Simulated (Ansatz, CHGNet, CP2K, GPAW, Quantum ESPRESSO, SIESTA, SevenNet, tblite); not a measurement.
**Quantum ESPRESSO runs on generalised stacking fault on (111) (glide set) of a Ge-Si solid solution (72 atoms)**

How near does Quantum ESPRESSO come to plane waves for generalised stacking fault on (111) (glide set) of a Ge-Si solid solution (72 atoms)?

Calculated with Quantum ESPRESSO 7.5; the method is named at each step.

## (1) The structure

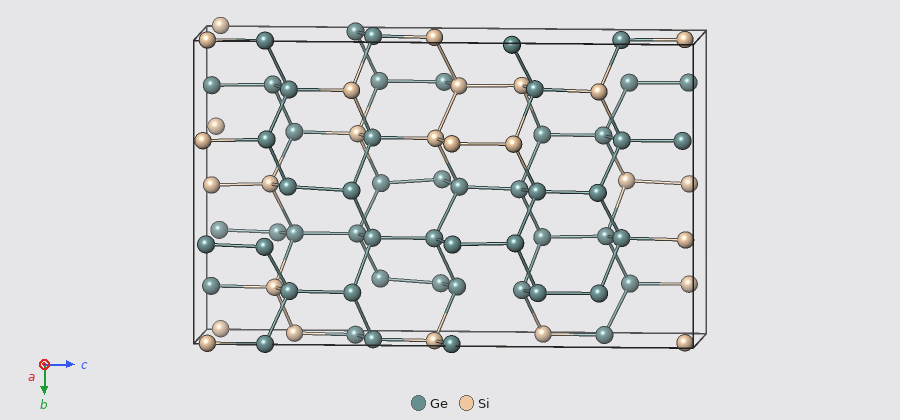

The cell as given, from the side, with the c axis across the page (germanium teal, silicon light orange). Bonds to atoms that aren't drawn are left out. Some periodic images of atoms are drawn too.

The cell holds 72 atoms: 51 Ge and 21 Si. Cell: a = 6.849 Å, b = 11.862 Å, c = 19.579 Å, α = 90.0°, β = 88.3°, γ = 90.0°. Diamond-structure Ge lattice (a = 5.5919 Å, the value set for the mixture), cell with z along [111], 1 x 3 x 2 periods; the third cell vector is tilted by 0.083 of 1/2[11-2] and lengthened by 0.2 Å, so the cell holds one fault (glide set); displaced by a Gaussian of 0.01 Å; 21 of 72 Ge sites given to Si at random (lattice constant by Vegard's rule between Ge and Si). Then every atom was moved at random, 0.05 Å r.m.s. a Cartesian component. The structure's axis is c.

The yardstick, on the same geometry:

- method: Kohn-Sham DFT, PBE, PAW, plane waves (Ansatz 0.2.0); cutoff 420 eV, Γ point, fermi-dirac smearing of 0.05 eV; PAW set soft_2
- r.m.s. force component: 0.8462 eV/Å
- longest force: 2.816 eV/Å
- pressure: 3.278 GPa
- SCF cycles: 9
- time: 20 s on 8 threads of Arm Neoverse V1, shared host
- CPU time: 2.1 min

## (2) PBE, sssp-1.3.0-efficiency, 45/360 Ry

Method: Kohn-Sham DFT, PBE, SSSP efficiency 1.3.0 pseudopotentials, plane waves.

pw.in reads:

```
&control
  calculation = 'scf'
  pseudo_dir = './pseudo'
  outdir = './tmp'
  disk_io = 'none'
  tprnfor = .true.
  tstress = .true.
/
&system
  ibrav = 0
  nat = 72
  ntyp = 2
  ecutwfc = 45
  ecutrho = 360
  nosym = .true.
  occupations = 'smearing'
  smearing = 'fd'
  degauss = 0.003675
/
&electrons
  conv_thr = 3.6e-07
  electron_maxstep = 100
  mixing_beta = 0.2
  mixing_mode = 'local-TF'
  diagonalization = 'david'
/
ATOMIC_SPECIES
Ge 72.630 Ge.upf
Si 28.085 Si.upf
CELL_PARAMETERS angstrom
6.84865 0.00000 0.00000
0.00000 11.86221 0.00000
0.57070 0.00000 19.57091
ATOMIC_POSITIONS crystal
Ge 0.48162 0.17187 0.02273
Ge 0.47964 0.16780 0.14470
Ge 0.81983 0.16745 0.18597
Si 0.78622 0.17000 0.31058
Si 0.99946 0.99786 0.02759
Ge 0.97695 0.99929 0.14243
Si 0.31846 0.99479 0.18418
Ge 0.30818 0.99885 0.30582
Ge 0.63953 0.99728 0.34984
Si 0.62710 0.00072 0.47219
Si 0.50035 0.49990 0.02274
Si 0.49366 0.49438 0.13967
Ge 0.82076 0.48770 0.18406
Ge 0.81656 0.49946 0.31108
Si 0.99456 0.33031 0.01856
Ge 0.97849 0.32507 0.14560
Ge 0.31815 0.33092 0.18367
Si 0.30355 0.33611 0.31008
Ge 0.63589 0.33267 0.34813
Si 0.62385 0.33362 0.47447
Ge 0.13541 0.16989 0.34902
Ge 0.12353 0.17115 0.47849
Si 0.44564 0.16868 0.51638
Si 0.44712 0.16547 0.64272
Ge 0.77917 0.16123 0.67734
Si 0.76821 0.16891 0.80522
Ge 0.96132 0.99562 0.51538
Ge 0.94017 0.00764 0.63577
Si 0.26826 0.99295 0.68035
Ge 0.25939 0.99498 0.80271
Ge 0.60751 0.00490 0.84568
Si 0.58831 0.00249 0.97263
Ge 0.49067 0.83294 0.02153
Si 0.49097 0.83583 0.14872
Ge 0.82732 0.83175 0.18684
Ge 0.80735 0.83602 0.31243
Ge 0.99577 0.67210 0.02484
Ge 0.99467 0.67841 0.14189
Ge 0.31629 0.66566 0.18463
Ge 0.31867 0.66460 0.30944
Ge 0.64917 0.66215 0.34855
Ge 0.63089 0.66282 0.47196
Ge 0.14058 0.50653 0.35244
Ge 0.12942 0.49238 0.47437
Ge 0.45173 0.50098 0.51745
Ge 0.45355 0.50737 0.63756
Ge 0.77360 0.49919 0.68174
Ge 0.77039 0.50175 0.80311
Si 0.96471 0.33484 0.51601
Si 0.93725 0.33546 0.63898
Ge 0.27848 0.33531 0.67892
Ge 0.27525 0.33626 0.80106
Ge 0.60805 0.33601 0.84686
Ge 0.59211 0.33651 0.96808
Ge 0.09739 0.17022 0.84816
Ge 0.08457 0.16883 0.96652
[... 12 atom lines left out ...]
Si 0.08812 0.49356 0.84287
Si 0.09208 0.50233 0.96824
Ge 0.09551 0.83283 0.84973
Si 0.07122 0.83396 0.96741
K_POINTS gamma
```

Launch:

```bash
$ OMP_NUM_THREADS=1 mpirun -np 4 pw.x -in pw.in > output.txt
```

Output:

```text
Program PWSCF
     gamma-point specific algorithms are used
     one sub-group per band group will be used
     scalapack distributed-memory algorithm (size of sub-group:  2*  2 procs)
     Parallelization info
     sticks:   dense  smooth     PW     G-vecs:    dense   smooth      PW
     Min        2078    1040    258               309400   109408   13674
     Max        2079    1041    259               309411   109413   13680
     Sum        8313    4161   1033              1237619   437637   54705
     bravais-lattice index     =            0
     lattice parameter (alat)  =      12.9421  a.u.
     unit-cell volume          =   10729.4683 (a.u.)^3
     number of atoms/cell      =           72
     number of atomic types    =            2
     number of electrons       =       798.00
     number of Kohn-Sham states=          479
     kinetic-energy cutoff     =      45.0000  Ry
     charge density cutoff     =     360.0000  Ry
     scf convergence threshold =      3.6E-07
     mixing beta               =       0.2000
     number of iterations used =            8  local-TF  mixing
     Exchange-correlation= PBE
                           (   1   4   3   4   0   0   0)
     crystal axes: (cart. coord. in units of alat)
               a(1) = (   1.000000   0.000000   0.000000 )
               a(2) = (   0.000000   1.732051   0.000000 )
               a(3) = (   0.083330   0.000000   2.857630 )
     reciprocal axes: (cart. coord. in units 2 pi/alat)
               b(1) = (  1.000000  0.000000 -0.029161 )
               b(2) = (  0.000000  0.577350  0.000000 )
               b(3) = (  0.000000  0.000000  0.349940 )
     PseudoPot. # 1 for Ge:
     Pseudo is Ultrasoft + core correction, Zval = 14.0
     PseudoPot. # 2 for Si:
     Pseudo is Ultrasoft + core correction, Zval =  4.0
     atomic species   valence    mass     pseudopotential
     Ge               14.00    72.63000     Ge( 1.00)
     Si                4.00    28.08500     Si( 1.00)
     No symmetry found
   Cartesian axes
     number of k points=     1  Fermi-Dirac smearing, width (Ry)=  0.0037
                       cart. coord. in units 2pi/alat
        k(    1) = (   0.0000000   0.0000000   0.0000000), wk =   2.0000000
     Dense  grid:   618810 G-vectors     FFT dimensions: (  80, 135, 225)
     Smooth grid:   218819 G-vectors     FFT dimensions: (  60,  96, 160)
     Initial potential from superposition of free atoms
     starting charge     797.9437, renormalised to     798.0000
     Starting wfcs are  543 randomized atomic wfcs
     Self-consistent Calculation
     iteration #  1     ecut=    45.00 Ry     beta= 0.20
     Threshold (ethr) on eigenvalues was too large:
     Diagonalizing with lowered threshold
     total energy              =  -11134.98985036 Ry
     estimated scf accuracy    <       1.55428648 Ry
     iteration #  2     ecut=    45.00 Ry     beta= 0.20
     total energy              =  -11134.71289038 Ry
     estimated scf accuracy    <       1.16727464 Ry
     iteration #  3     ecut=    45.00 Ry     beta= 0.20
     total energy              =  -11134.77516910 Ry
     estimated scf accuracy    <       0.02967522 Ry
     iteration #  4     ecut=    45.00 Ry     beta= 0.20
     total energy              =  -11134.77869966 Ry
     estimated scf accuracy    <       0.01844618 Ry
     iteration #  5     ecut=    45.00 Ry     beta= 0.20
     total energy              =  -11134.77994645 Ry
     estimated scf accuracy    <       0.00268170 Ry
     iteration #  6     ecut=    45.00 Ry     beta= 0.20
     total energy              =  -11134.77998077 Ry
     estimated scf accuracy    <       0.00123069 Ry
     iteration #  7     ecut=    45.00 Ry     beta= 0.20
     total energy              =  -11134.78005790 Ry
     estimated scf accuracy    <       0.00025230 Ry
     iteration #  8     ecut=    45.00 Ry     beta= 0.20
     total energy              =  -11134.78007404 Ry
     estimated scf accuracy    <       0.00018499 Ry
     iteration #  9     ecut=    45.00 Ry     beta= 0.20
     total energy              =  -11134.78009109 Ry
     estimated scf accuracy    <       0.00002247 Ry
     iteration # 10     ecut=    45.00 Ry     beta= 0.20
     total energy              =  -11134.78008779 Ry
     estimated scf accuracy    <       0.00001345 Ry
     iteration # 11     ecut=    45.00 Ry     beta= 0.20
     total energy              =  -11134.78009043 Ry
     estimated scf accuracy    <       0.00000123 Ry
     iteration # 12     ecut=    45.00 Ry     beta= 0.20
     total energy              =  -11134.78009062 Ry
     estimated scf accuracy    <       0.00000074 Ry
     iteration # 13     ecut=    45.00 Ry     beta= 0.20
     End of self-consistent calculation
          k = 0.0000 0.0000 0.0000 ( 27353 PWs)   bands (ev):
   -17.2382 -17.1888 -17.1636 -17.1449 -17.1208 -17.1121 -17.1042 -17.0944
   -17.0907 -17.0888 -17.0852 -17.0776 -17.0758 -17.0740 -17.0680 -17.0656
   -17.0594 -17.0544 -17.0521 -17.0502 -17.0366 -17.0356 -17.0340 -17.0333
   -17.0308 -17.0291 -17.0256 -17.0236 -17.0223 -17.0218 -17.0164 -17.0104
   -17.0048 -17.0021 -16.9997 -16.9982 -16.9959 -16.9946 -16.9930 -16.9891
   -16.9858 -16.9845 -16.9775 -16.9752 -16.9749 -16.9730 -16.9704 -16.9666
   -16.9657 -16.9641 -16.9619 -16.9584 -16.9560 -16.9529 -16.9507 -16.9503
   -16.9489 -16.9468 -16.9427 -16.9389 -16.9372 -16.9341 -16.9317 -16.9292
   -16.9285 -16.9240 -16.9232 -16.9206 -16.9183 -16.9170 -16.9164 -16.9149
   -16.9118 -16.9092 -16.9083 -16.9060 -16.9038 -16.9011 -16.8996 -16.8974
   -16.8960 -16.8933 -16.8915 -16.8885 -16.8853 -16.8838 -16.8814 -16.8791
   -16.8763 -16.8744 -16.8731 -16.8718 -16.8706 -16.8656 -16.8642 -16.8616
[...]
10.5530  10.5899  10.6091  10.6304  10.6532  10.6900  10.7142  10.7623
    10.7751  10.8335  10.8495  10.8592  10.8951  10.9398  10.9599  11.0045
    11.0192  11.0443  11.0770  11.1244  11.1392  11.1757  11.2150  11.2462
    11.2606  11.2877  11.2910  11.3119  11.3182  11.3976  11.4058  11.4358
    11.4504  11.4743  11.4891  11.5564  11.5994  11.6108  11.6662  11.6690
    11.7158  11.7736  11.9549  12.0173  12.0608  12.1152  12.2905
     the Fermi energy is     8.1488 ev
!    total energy              =  -11134.78009122 Ry
     estimated scf accuracy    <       0.00000014 Ry
     smearing contrib. (-TS)   =      -0.00750696 Ry
     internal energy E=F+TS    =  -11134.77258426 Ry
     The total energy is F=E-TS. E is the sum of the following terms:
     one-electron contribution =   -8469.03829289 Ry
     hartree contribution      =    4924.25152657 Ry
     xc contribution           =   -3103.08891773 Ry
     ewald contribution        =   -4486.89690020 Ry
     convergence has been achieved in  13 iterations
     Forces acting on atoms (cartesian axes, Ry/au):
     atom    1 type  1   force =    -0.04558677   -0.03148568   -0.01832146
     atom    2 type  1   force =     0.02868277   -0.04941777    0.00843431
     atom    3 type  1   force =    -0.06206392   -0.04150286    0.04300846
     atom    4 type  2   force =     0.06713118   -0.03749980   -0.02472357
     atom    5 type  2   force =    -0.03608833    0.01038442   -0.08644409
     atom    6 type  1   force =     0.05526077    0.00295236    0.04127824
     atom    7 type  2   force =    -0.02383786    0.02486921   -0.00648592
     atom    8 type  1   force =    -0.01037567   -0.01782086    0.00684054
     atom    9 type  1   force =    -0.02948845    0.04261352    0.02139518
     atom   10 type  2   force =    -0.00340430    0.01431267    0.01986527
     atom   11 type  2   force =    -0.05714846   -0.00033381   -0.00922597
     atom   12 type  2   force =    -0.00670173    0.02251848    0.02805578
[...]
atom   68 type  2   force =     0.05347243   -0.00149756   -0.04087532
     atom   69 type  2   force =     0.02971827    0.03870069    0.03783184
     atom   70 type  2   force =     0.03747971   -0.02085321   -0.00670832
     atom   71 type  1   force =    -0.03010889   -0.00636412   -0.01104191
     atom   72 type  2   force =     0.03787597    0.03496298    0.03194057
     Total force =     0.483250     Total SCF correction =     0.001792
     Computing stress (Cartesian axis) and pressure
          total   stress  (Ry/bohr**3)                   (kbar)     P=       31.24
  -0.00040185  -0.00004773  -0.00013809          -59.11       -7.02      -20.31
  -0.00004773   0.00082968   0.00003195           -7.02      122.05        4.70
  -0.00013809   0.00003195   0.00020927          -20.31        4.70       30.79
     Message from routine punch:
     Nothing written, as per user request (disk_io='none')
```

It took 4.3 min on 4 MPI ranks of Arm Neoverse V1, shared host; peak memory 4.4 GiB; 17 min of CPU time.

Banners, paths, timers and routine set-up lines are dropped from the logs unmarked, and long logs keep their key lines alone; longer cuts are marked.

Against the reference:

| Quantity | Value |
| --- | --- |
| r.m.s. force component | 0.8454 eV/Å |
| r.m.s. difference of force components | 2.49 meV/Å |
| longest difference of force vectors | 8.706 meV/Å |
| force difference over r.m.s. force | 0.2943 % |
| slope of forces against the reference's | 0.9991 |
| correlation of force components | 1 |
| pressure | 3.124 GPa |
| pressure difference | -0.1536 GPa |

Length of the force difference by element (eV/Å):

| element | atoms | mean | most |
| --- | --- | --- | --- |
| Ge | 51 | 0.0043 | 0.0087 |
| Si | 21 | 0.003 | 0.0071 |

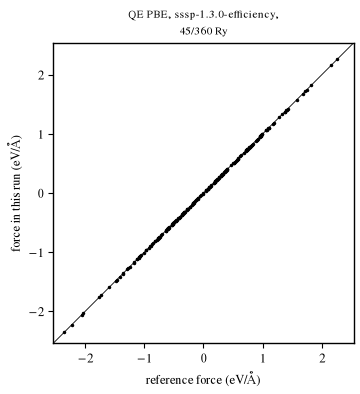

Force components against those of the reference; the line marks equality.

The surroundings of Ge25, which bears the longest force, nearest first, numbered as they follow in the input and with coordinates relative to it.

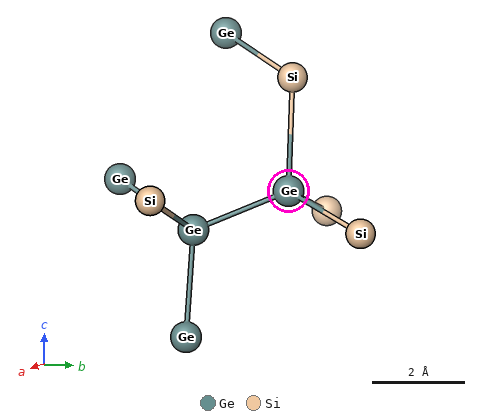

The atoms of the table, within 3.9 Å (arrows a, b, c point along x, y, z); some may hide others; the central atom is ringed.

| atom | x | y | z | distance (Å) | bonds | Fx | Fy | Fz (eV/Å) |
| --- | --- | --- | --- | --- | --- | --- | --- | --- |
| Ge25 | 0.00 | 0.00 | 0.00 | 0.00 | 4 | -1.12 | 2.16 | 1.41 |
| Ge28 | 1.08 | -1.82 | -0.81 | 2.27 | 4 | 1.68 | -2.05 | 0.20 |
| Si24 | -2.29 | 0.05 | -0.68 | 2.39 | 4 | -0.32 | -0.60 | -0.89 |
| Si50 | 1.06 | 2.07 | -0.75 | 2.44 | 4 | 0.92 | -0.49 | -0.53 |
| Si26 | 0.00 | 0.09 | 2.50 | 2.50 | 4 | 0.73 | 0.11 | -0.59 |
| Ge61 | 0.09 | -3.89 | 0.12 | 3.90 | 4 | -0.79 | 0.39 | -0.34 |
| Si29 | 3.35 | -2.00 | 0.06 | 3.90 | 4 | -0.40 | 1.82 | 0.00 |
| Ge27 | 1.16 | -1.96 | -3.17 | 3.90 | 4 | -1.29 | 1.07 | -0.58 |
| Ge31 | -1.08 | -1.85 | 3.29 | 3.93 | 4 | -1.12 | 0.07 | 0.78 |

Forces lie 0.29 % from the reference's, at 8.1 times its CPU time (on 4 against 8 cores).

## (3) Results

- force difference from the reference: QE PBE, sssp-1.3.0-efficiency, 45/360 Ry, 0.29 %
- its CPU time: 17 min

PBE on plane waves or a grid with other potentials, cutoffs or grids differs from the reference by 0.29 % (QE PBE, sssp-1.3.0-efficiency, 45/360 Ry) of the r.m.s. force; this holds the reference's own error, so differences of a few per cent don't tell which side is nearer the exact PBE result (QE's 45 Ry are 612 eV, against the reference's 420 eV). The reference's stress is far from hydrostatic: its diagonal is -5.8, 12.4, 3.2 GPa, compression counted positive. The host structure and its lattice constant were typed by rule, without a check against the phase diagram. The reference's pressure of 3.3 GPa belongs to a cell and atoms that aren't relaxed at this level. The electronic-structure runs sample only Γ, in a cell whose shortest periodic width is 7 Å, which is coarse for a cell with partly filled levels.

[Also dropped from logs without a mark: logging warnings of Python, and SIESTA's first energy breakdown and zero terms.]

[Logs are printed without paths, hosts, clocks, repeated set-up lines and the standing remarks that a program may print on its own settings, such as how far it seeks lower states.]

[Hosts, paths, dates, database ids (printed as entryN), source tags and the programs' standing remarks are cut or masked in the printed files.]
